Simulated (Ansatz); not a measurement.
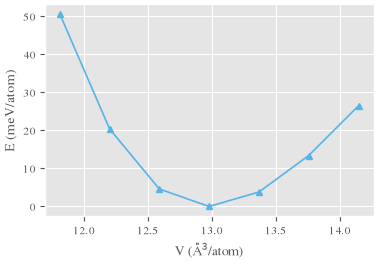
Fig. 1. BaTiO$_{3}$ in space group P4mm (No. 99; Ti on 1b, Ba on 1a, O on 1b, O on 2c) under volume change, r²SCAN (plane waves, PAW; program Ansatz), shape and atoms relaxed at each volume.

**Question.** What does a third-order Birch–Murnaghan fit give for V₀, B₀ and B′?

**Answer.** V₀ = 12.98 Å³/atom, B₀ = 111 GPa, B′ = 10.1.

The r²SCAN relaxation kept the symmetry of its start. At this level the phase is dynamically unstable (imaginary phonons). No spin polarisation was allowed. Scalar-relativistic: spin–orbit coupling is off unless named, which matters more the heavier the elements.

Potentials: the later of the program's two PAW sets.
